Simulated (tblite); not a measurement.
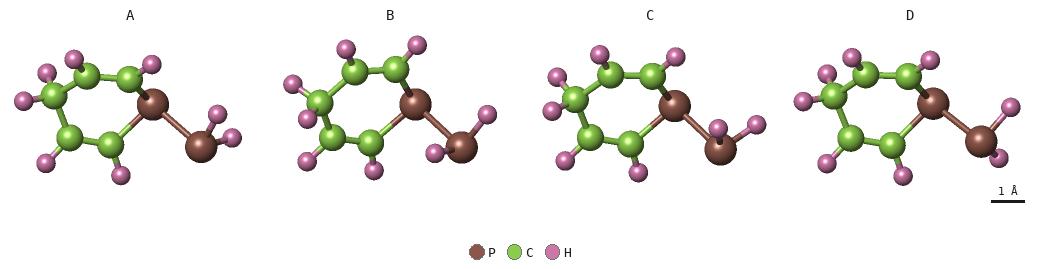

4 geometries from one relaxation of C₅H₈P₂, in shuffled order. A ball-and-stick model, seen from a free direction.

These are results of GFN2-xTB geometry optimisation, gas phase in tblite, not measurements. 

> Order the frames from highest to lowest energy.

B, C, A, D. They are steps 0, 69, 84, 131, at +7.66 kcal/mol, +1.93 kcal/mol, +0.94 kcal/mol relative to the last. The atom that moves furthest after the best rigid fit is an H atom (2.37 Å). By element the largest moves are H 2.37 Å, C 0.59 Å, P 0.44 Å. Near-neighbour distances that change, for instance: P–P 2.280 → 2.179 Å, C–C 1.354 → 1.326 Å, C–P 1.836 → 1.813 Å, H–P 1.417 → 1.395 Å. Among the angles between lasting bonds that change: C–P–C 102.4° → 96.3°, P–P–H 98.4° → 92.4°, C–C–C 128.6° → 123.6°. Groups turn about P–P by about 120°. The energy falls by 7.66 kcal/mol in 131 geometry steps.
